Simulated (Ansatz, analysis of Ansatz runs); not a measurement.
# Migration barrier of interstitial H in fcc Al, hop from a tetrahedral to the next octahedral site (PBE), part 2 of 2

How near does this set-up come to the measured migration barrier? Subject: interstitial H in fcc Al, hop from a tetrahedral to the next octahedral site. Set-up: PBE, 32-site cell, PBE lattice, 420 eV, k: 3x3x3 Gamma-centred, Fermi-Dirac 0.05 eV. The model is a cell of 32 host atoms with 1 H put in. The barrier is the energy of the highest image of a climbing band over the relaxed site that the atom leaves. This set-up takes another sampling or smearing than the usual one for this cell.

Ansatz 0.2.0; PBE, 32-site cell, PBE lattice, 420 eV, k: 3x3x3 Gamma-centred, Fermi-Dirac 0.05 eV.

So far: The structure; Relaxation, charge 0.

## 3. Nudged elastic band

A band of images joins the two ends; its highest image climbs to the saddle, whose energy over the site left is the barrier.

This step: plane-wave PAW DFT, PBE; nudged elastic band between two relaxed defect structures at fixed charge.

Contents of neb/input.yaml:

```yaml
crystal:
  lattice:
    - [8.0800268, 0.0, 0.0]
    - [0.0, 8.0800268, 0.0]
    - [0.0, 0.0, 8.0800268]
  atoms:
    - { symbol: Al, position: [0.000105321, 0.000105321, 0.000105321] }
    - { symbol: Al, position: [0.000904482, 0.250624477, 0.250624477] }
    - { symbol: Al, position: [0.250624477, 0.000904482, 0.250624477] }
    - { symbol: Al, position: [0.250624477, 0.250624477, 0.000904482] }
    - { symbol: Al, position: [-0.00232636, -0.00232636, 0.50054033] }
    - { symbol: Al, position: [-0.00232636, 0.24945967, 0.75232636] }
    - { symbol: Al, position: [0.24945967, -0.00232636, 0.75232636] }
    - { symbol: Al, position: [0.240868688, 0.240868688, 0.509131312] }
    - { symbol: Al, position: [-0.00232636, 0.50054033, -0.00232636] }
    - { symbol: Al, position: [-0.00232636, 0.75232636, 0.24945967] }
    - { symbol: Al, position: [0.240868688, 0.509131312, 0.240868688] }
    - { symbol: Al, position: [0.24945967, 0.75232636, -0.00232636] }
    - { symbol: Al, position: [0.000904482, 0.499375523, 0.499375523] }
    - { symbol: Al, position: [0.000105321, 0.749894679, 0.749894679] }
    - { symbol: Al, position: [0.250624477, 0.499375523, 0.749095518] }
    - { symbol: Al, position: [0.250624477, 0.749095518, 0.499375523] }
    - { symbol: Al, position: [0.50054033, -0.00232636, -0.00232636] }
    - { symbol: Al, position: [0.509131312, 0.240868688, 0.240868688] }
    - { symbol: Al, position: [0.75232636, -0.00232636, 0.24945967] }
    - { symbol: Al, position: [0.75232636, 0.24945967, -0.00232636] }
    - { symbol: Al, position: [0.499375523, 0.000904482, 0.499375523] }
    - { symbol: Al, position: [0.499375523, 0.250624477, 0.749095518] }
    - { symbol: Al, position: [0.749894679, 0.000105321, 0.749894679] }
    - { symbol: Al, position: [0.749095518, 0.250624477, 0.499375523] }
    - { symbol: Al, position: [0.499375523, 0.499375523, 0.000904482] }
    - { symbol: Al, position: [0.499375523, 0.749095518, 0.250624477] }
    - { symbol: Al, position: [0.749095518, 0.499375523, 0.250624477] }
    - { symbol: Al, position: [0.749894679, 0.749894679, 0.000105321] }
    - { symbol: Al, position: [0.509131312, 0.509131312, 0.509131312] }
    - { symbol: Al, position: [0.50054033, 0.75232636, 0.75232636] }
    - { symbol: Al, position: [0.75232636, 0.50054033, 0.75232636] }
    - { symbol: Al, position: [0.75232636, 0.75232636, 0.50054033] }
    - { symbol: H, position: [0.375, 0.375, 0.375] }
basis:
  ecutwfc: 420
  xc_grid: 2
hamiltonian:
  xc: pbe
kpoints:
  mp_grid: { grid: [3, 3, 3] }
scf:
  occupations: { method: fermi_dirac, width: 0.05 }
  max_iter: 120
output:
  forces: true
neb:
  images: 3
  f_tol: 0.04
  climbing: true
  initial_path: idpp
  max_iterations: 45
  order_check: false
  final_atoms:
    - { symbol: Al, position: [0.000450178, 0.000450178, 0.000450178] }
    - { symbol: Al, position: [-0.005689018, 0.250118055, 0.250118055] }
[... 5 atom lines left out ...]
    - { symbol: Al, position: [0.250118055, 0.250118055, 0.505925128] }
[... 2 atom lines left out ...]
    - { symbol: Al, position: [0.250118055, 0.505925128, 0.250118055] }
[... 1 atom line left out ...]
    - { symbol: Al, position: [0.000450178, 0.499785932, 0.499785932] }
[... 4 atom lines left out ...]
    - { symbol: Al, position: [0.505925128, 0.250118055, 0.250118055] }
[... 2 atom lines left out ...]
    - { symbol: Al, position: [0.499785932, 0.000450178, 0.499785932] }
    - { symbol: Al, position: [0.501394617, 0.250118055, 0.750118055] }
[... 1 atom line left out ...]
    - { symbol: Al, position: [0.750118055, 0.250118055, 0.501394617] }
    - { symbol: Al, position: [0.499785932, 0.499785932, 0.000450178] }
    - { symbol: Al, position: [0.501394617, 0.750118055, 0.250118055] }
    - { symbol: Al, position: [0.750118055, 0.501394617, 0.250118055] }
[... 1 atom line left out ...]
    - { symbol: Al, position: [0.499785932, 0.499785932, 0.499785932] }
[... 3 atom lines left out ...]
    - { symbol: H, position: [0.250118055, 0.250118055, 0.250118055] }
```

Command:

```sh
$ ansatz run input.yaml --threads 4 --pin off --max-ram 7536MiB --backend cpu --events-out ev --progress --plain --runs-dir out
```

Numbers of over 12 decimals in the logs are rounded to 6 here.

The program printed:

```text
[...]
Warning: neb: disabling space-group detection — the band's intermediate images generally break the endpoint symmetry, so no spatial operation reduces the k-mesh or symmetrises the density, except that a semilocal band can use its path's symmetry ahead of [...]
[...]
parallel-image band execution: 2 concurrent image workers
NEB image 0
Crystal: 33 atoms, lattice volume = 527.519 Å³
Basis set: ecut = 420 eV, 10395 PW (Γ), exchange–correlation on 120×120×120 points (8 copies of the dense FFT grid, shifted against one another)
Bands: 82, of which v1, the nominal top of the filled ones, is band 49 counted from 1 (48 counted from 0)
Symmetry: 1 space group operations
k-points: 14 of 27 (time reversal used)
[...]
SCF iter   1: F=—  HF=-17216.054853 eV  |F-HF|=—  |Δ(HF+E_count)|=         —  Δρ=8.45e-4  dr2=4.84e-3  ethr=1.77e-3  ⟨swp⟩=5.6  Hψ=5048  notcnv=0  defer=114
[...]
SCF iter   6: F=-17216.055399 eV  HF=-17216.055399 eV  |F-HF|=8.00e-11  |Δ(HF+E_count)|=   1.19e-9  Δρ=1.99e-7  dr2=2.36e-10  ethr=1.25e-11  ⟨swp⟩=1.7  Hψ=2791  notcnv=0
SCF 1 converged in 6 iterations: F = -17216.055399 eV  dr2 = 2.36e-10
[...]
NSCF: frozen V_eff on 14 k-points
NEB image 4
SCF iter   1: F=—  HF=-17215.952079 eV  |F-HF|=—  |Δ(HF+E_count)|=         —  Δρ=8.74e-4  dr2=6.42e-3  ethr=1.77e-3  ⟨swp⟩=5.1  Hψ=4911  notcnv=0  defer=118
[...]
SCF iter   6: F=-17215.952909 eV  HF=-17215.952909 eV  |F-HF|=1.20e-9  |Δ(HF+E_count)|=   1.27e-8  Δρ=7.23e-7  dr2=3.12e-9  ethr=8.97e-11  ⟨swp⟩=2.0  Hψ=3158  notcnv=0
SCF 2 converged in 6 iterations: F = -17215.952909 eV  dr2 = 3.12e-9
[...]
NEB end point (image 0): max|allowed force component| = 7.614e-3 eV/Å (the criterion of neb.relax_end_points is 1.000e-2)
NEB end point (image 4): max|allowed force component| = 2.520e-3 eV/Å (the criterion of neb.relax_end_points is 1.000e-2)
NEB image 1
SCF iter   1: F=—  HF=-17215.896189 eV  |F-HF|=—  |Δ(HF+E_count)|=         —  Δρ=8.91e-4  dr2=5.48e-3  ethr=1.77e-3  ⟨swp⟩=5.5  Hψ=5067  notcnv=0  defer=117
[...]
SCF iter   6: F=-17215.896524 eV  HF=-17215.896524 eV  |F-HF|=2.47e-10  |Δ(HF+E_count)|=   3.03e-9  Δρ=1.68e-7  dr2=3.44e-10  ethr=1.23e-11  ⟨swp⟩=1.3  Hψ=2791  notcnv=0
SCF 3 converged in 6 iterations: F = -17215.896524 eV  dr2 = 3.44e-10
NEB image 2
SCF iter   1: F=—  HF=-17215.795417 eV  |F-HF|=—  |Δ(HF+E_count)|=         —  Δρ=8.71e-4  dr2=6.10e-3  ethr=1.77e-3  ⟨swp⟩=5.5  Hψ=5057  notcnv=0  defer=115
[...]
SCF iter   6: F=-17215.795669 eV  HF=-17215.795669 eV  |F-HF|=2.29e-10  |Δ(HF+E_count)|=   4.13e-9  Δρ=1.98e-7  dr2=3.88e-10  ethr=1.91e-11  ⟨swp⟩=1.7  Hψ=2770  notcnv=0
SCF 4 converged in 6 iterations: F = -17215.795669 eV  dr2 = 3.88e-10
NEB image 3
SCF iter   1: F=—  HF=-17215.882457 eV  |F-HF|=—  |Δ(HF+E_count)|=         —  Δρ=8.67e-4  dr2=6.02e-3  ethr=1.77e-3  ⟨swp⟩=5.1  Hψ=5011  notcnv=0  defer=115
[...]
SCF iter   6: F=-17215.883100 eV  HF=-17215.883100 eV  |F-HF|=2.68e-9  |Δ(HF+E_count)|=   4.56e-8  Δρ=9.17e-7  dr2=6.04e-9  ethr=1.03e-10  ⟨swp⟩=4.0  Hψ=2633  notcnv=0
SCF 5 converged in 6 iterations: F = -17215.883100 eV  dr2 = 6.04e-9
NEB iter   1: max|band force component| = 4.922e-1 eV/Å  barrier→ = 0.2597 eV  barrier← = 0.1572 eV  CI = image 2  Δτ_max = 0.0977 Å  (30 SCF iters)
NEB image 1
[...]
SCF iter   5: F=-17215.945983 eV  HF=-17215.945983 eV  |F-HF|=1.29e-8  |Δ(HF+E_count)|=   5.67e-7  Δρ=2.45e-6  dr2=3.53e-8  ethr=1.03e-10  ⟨swp⟩=3.3  Hψ=4105  notcnv=0
SCF 6 converged in 5 iterations: F = -17215.945983 eV  dr2 = 3.53e-8
NEB image 2
[...]
SCF iter   5: F=-17215.860858 eV  HF=-17215.860858 eV  |F-HF|=3.80e-8  |Δ(HF+E_count)|=   4.16e-7  Δρ=3.09e-6  dr2=6.89e-8  ethr=1.03e-10  ⟨swp⟩=3.1  Hψ=4146  notcnv=0
SCF 7 converged in 5 iterations: F = -17215.860858 eV  dr2 = 6.89e-8
NEB image 3
[...]
SCF iter   6: F=-17215.912080 eV  HF=-17215.912080 eV  |F-HF|=1.72e-8  |Δ(HF+E_count)|=   6.02e-8  Δρ=1.51e-6  dr2=2.45e-8  ethr=1.03e-10  ⟨swp⟩=4.1  Hψ=2821  notcnv=0
SCF 8 converged in 6 iterations: F = -17215.912080 eV  dr2 = 2.45e-8
NEB iter   2: max|band force component| = 1.995e-1 eV/Å  barrier→ = 0.1945 eV  barrier← = 0.0921 eV  CI = image 2  Δτ_max = 0.0679 Å  (16 SCF iters)
NEB image 1
[...]
SCF iter   5: F=-17215.951912 eV  HF=-17215.951912 eV  |F-HF|=2.91e-9  |Δ(HF+E_count)|=   1.38e-8  Δρ=7.13e-7  dr2=4.41e-9  ethr=1.03e-10  ⟨swp⟩=4.1  Hψ=2770  notcnv=0
SCF 9 converged in 5 iterations: F = -17215.951912 eV  dr2 = 4.41e-9
NEB image 2
[...]
SCF iter   5: F=-17215.873031 eV  HF=-17215.873031 eV  |F-HF|=6.37e-9  |Δ(HF+E_count)|=   3.76e-8  Δρ=1.07e-6  dr2=9.62e-9  ethr=1.03e-10  ⟨swp⟩=4.2  Hψ=2847  notcnv=0
SCF 10 converged in 5 iterations: F = -17215.873031 eV  dr2 = 9.62e-9
NEB image 3
[...]
SCF iter   5: F=-17215.917314 eV  HF=-17215.917314 eV  |F-HF|=2.89e-8  |Δ(HF+E_count)|=   1.32e-7  Δρ=3.14e-6  dr2=6.75e-8  ethr=1.03e-10  ⟨swp⟩=2.6  Hψ=3800  notcnv=0
SCF 11 converged in 5 iterations: F = -17215.917314 eV  dr2 = 6.75e-8
NEB iter   3: max|band force component| = 8.622e-2 eV/Å  barrier→ = 0.1824 eV  barrier← = 0.0799 eV  CI = image 2  Δτ_max = 0.0358 Å  (15 SCF iters)
[...]
NEB iter   4: max|band force component| = 2.805e-2 eV/Å  barrier→ = 0.1804 eV  barrier← = 0.0779 eV  CI = image 2  Δτ_max = 0.0319 Å  (15 SCF iters)
NEB image 2
[...]
SCF iter   5: F=-17215.875775 eV  HF=-17215.875775 eV  |F-HF|=4.69e-10  |Δ(HF+E_count)|=   2.61e-9  Δρ=4.52e-7  dr2=1.17e-9  ethr=9.02e-11  ⟨swp⟩=1.5  Hψ=3103  notcnv=0
SCF 15 converged in 5 iterations: F = -17215.875775 eV  dr2 = 1.17e-9
NEB image 1
[...]
NEB image 3
[...]
NEB image 2
[...]
NEB iter   5: max|band force component| = 3.306e-2 eV/Å  barrier→ = 0.1796 eV  barrier← = 0.0771 eV  CI = image 2  Δτ_max = 0.0000 Å  (5 SCF iters)
SCF converged after 5 iterations
Free energy (F): -17215.875775 eV
[...]
Internal energy: -17215.808822 eV  (E = F + TS)
E sigma→0 (E₀):  -17215.842298 eV
Entropy (-TS):   -0.066953 eV (-2.029 meV/atom)
Fermi energy:    7.857479 eV
[...]
--- Forces (eV/Å), atoms counted from 1 ---
  atom   1  Al     0.00054475    -0.00130978    -0.00117422
  atom   2  Al    -0.00097636    -0.00133176     0.00015168
  atom   3  Al    -0.00060930     0.00259285     0.00239196
  atom   4  Al    -0.00252406    -0.00090257    -0.00358629
  [... 3 atoms left out ...]
  atom   8  Al     0.00076716    -0.00393584    -0.00222958
  [... 2 atoms left out ...]
  atom  11  Al    -0.00589943     0.01826146    -0.00570251
  [... 1 atom left out ...]
  atom  13  Al    -0.00105555     0.00122849     0.00235235
  [... 4 atoms left out ...]
  atom  18  Al     0.01984252    -0.01063441    -0.00480928
  [... 2 atoms left out ...]
  atom  21  Al     0.00043770     0.00301959    -0.00091279
  [... 3 atoms left out ...]
  atom  25  Al     0.00312812     0.00086187    -0.00278767
  [... 3 atoms left out ...]
  atom  29  Al     0.00104585    -0.00038230     0.00230067
  [... 3 atoms left out ...]
  atom  33  H     -0.02147176    -0.00471841     0.01304010
  max |Σ_I F_I| component: 4.24e-6 eV/Å
--- Band table (eV; the first three rows and the last of 14) ---
[...]
[... further k-points left out ...]
this run last wrote the band of iteration 5 to <dir>; this run last wrote the band within `neb.f_tol` of iteration 4 to <dir>
--- NEB band (5 images, 5 band iterations, 81 SCF iterations) ---
  forward barrier  = 0.179624 eV
  backward barrier = 0.077134 eV
  lagrangian_above_aufbau_ev (what the smearing adds, to first order; not taken off the barriers): saddle image -0.026122 eV, end points -0.028904 and -0.016717 eV
  climbing image's point = of an order that was not read
  energies are F+E_penalty+E_count in eV, relative to image 0
  image     s (Å)  Δ vs image 0  max|band force component| (eV/Å)
      0    0.0000      0.000000                                 —
      1    0.4453      0.101455                          3.306e-2
  *   2    0.8981      0.179624                          2.016e-2
      3    1.3362      0.137310                          2.542e-2
      4    1.7802      0.102490                                 —
  climbing-image geometry (image 2):
  cell:  # Å, volume = 527.5194 Å³
    - [8.0800268, 0.0, 0.0]
    - [0.0, 8.0800268, 0.0]
    - [0.0, 0.0, 8.0800268]
  atoms:
    - { symbol: Al, position: [-0.000504, -0.000486, -0.000476] }
    - { symbol: Al, position: [-0.001245, 0.250446, 0.250428] }
    - { symbol: Al, position: [0.250395, -0.001388, 0.250405] }
    - { symbol: Al, position: [0.250411, 0.250438, -0.001230] }
    - { symbol: Al, position: [-0.000304, -0.000322, 0.501434] }
    - { symbol: Al, position: [-0.002690, 0.250097, 0.753125] }
    - { symbol: Al, position: [0.250126, -0.002495, 0.753053] }
    - { symbol: Al, position: [0.244272, 0.244487, 0.514881] }
    - { symbol: Al, position: [-0.000378, 0.501494, -0.000373] }
    - { symbol: Al, position: [-0.002693, 0.753072, 0.250096] }
    - { symbol: Al, position: [0.244302, 0.514648, 0.244470] }
    - { symbol: Al, position: [0.250113, 0.752993, -0.002514] }
    - { symbol: Al, position: [-0.000938, 0.499233, 0.499227] }
    - { symbol: Al, position: [-0.000995, 0.749614, 0.749582] }
    - { symbol: Al, position: [0.249382, 0.500746, 0.748953] }
    - { symbol: Al, position: [0.249366, 0.748900, 0.500762] }
    - { symbol: Al, position: [0.501316, -0.000228, -0.000205] }
    - { symbol: Al, position: [0.515036, 0.244395, 0.244303] }
    - { symbol: Al, position: [0.753056, -0.002462, 0.250136] }
    - { symbol: Al, position: [0.753071, 0.250125, -0.002498] }
    - { symbol: Al, position: [0.499227, -0.001057, 0.499299] }
    - { symbol: Al, position: [0.500749, 0.249341, 0.748910] }
    - { symbol: Al, position: [0.749560, -0.001030, 0.749664] }
    - { symbol: Al, position: [0.748833, 0.249340, 0.500754] }
    - { symbol: Al, position: [0.499199, 0.499278, -0.000938] }
    - { symbol: Al, position: [0.500762, 0.748897, 0.249332] }
    - { symbol: Al, position: [0.748874, 0.500763, 0.249350] }
    - { symbol: Al, position: [0.749534, 0.749675, -0.001044] }
    - { symbol: Al, position: [0.502841, 0.502953, 0.502882] }
    - { symbol: Al, position: [0.500404, 0.750335, 0.750366] }
    - { symbol: Al, position: [0.750277, 0.500521, 0.750257] }
    - { symbol: Al, position: [0.750308, 0.750260, 0.500519] }
    - { symbol: H, position: [0.312784, 0.311864, 0.311542] }
```

Wall time 3.5 min (4 threads of Intel Xeon Platinum 8259CL at 2.50GHz (Skylake/Cascade Lake), shared host); peak memory 2.5 GiB; 11 min of CPU time.

Images along the path:

```csv
image,path (Å),energy (eV),"H33: x, y, z (Å)"
0,0.000,0.0000,"3.030, 3.030, 3.030"
1,0.445,0.1015,"2.768, 2.789, 2.786"
2,0.898,0.1796,"2.527, 2.520, 2.517"
3,1.336,0.1373,"2.259, 2.285, 2.280"
4,1.780,0.1025,"2.021, 2.021, 2.021"
```

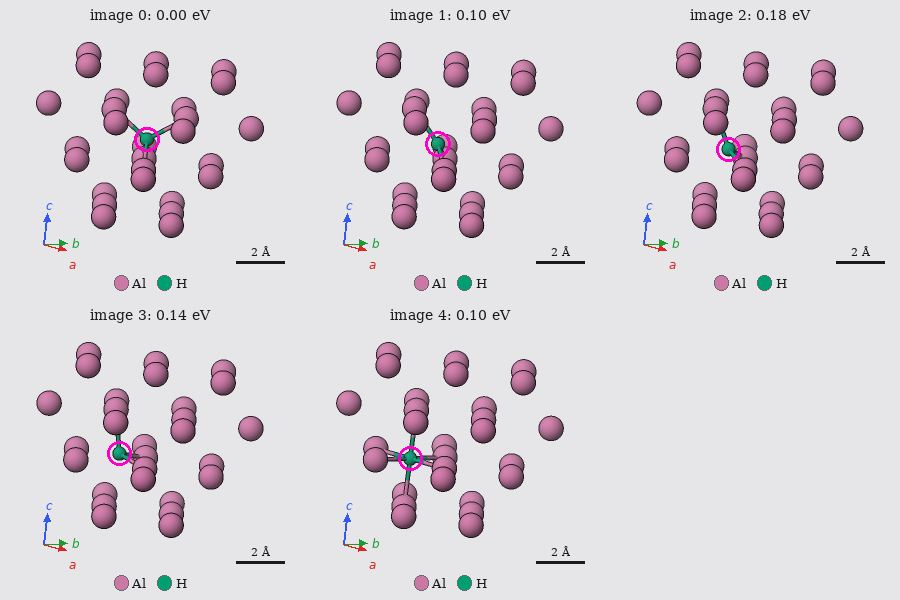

Images along the path; H33 is ringed.

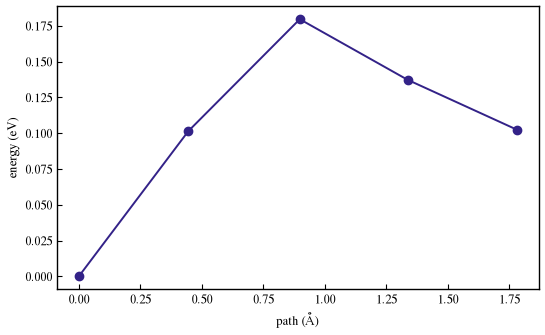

Energy along the path.

This step gave:

- free energy: -17215.8758 eV
- smearing term TS: 0.06695 eV
- barrier forward: 0.1796 eV
- barrier backward: 0.07713 eV

## 4. Summary of results

- migration barrier (saddle less minimum): 0.18 eV
- energy difference of the two ends: 0.10 eV
- length of the hop: 1.75 Å
- time of the whole chain: 3.9 min on 4 threads

Migration barrier: computed 0.18 eV, measured 0.452 eV; 0.27 eV below the measurement. The measured number is an Arrhenius activation energy of long-range diffusion; for H it holds zero-point energy, and trapping at vacancies and dislocations can raise it. One hop between neighbouring sites is computed at the host's lattice. Limits: the periodic copies of the defect are only 8.1 Å apart.

[Logs are printed without paths, hosts, clocks, repeated set-up lines and the standing remarks that a program may print on its own settings, such as how far it seeks lower states.]

[Hosts, paths, dates, database ids (printed as entryN), source tags and the programs' standing remarks are cut or masked in the printed files.]

[For some hosts the program warned that the k-mesh of the response run may be too coarse for force constants and the static dielectric constant; such warnings are not shown here.]
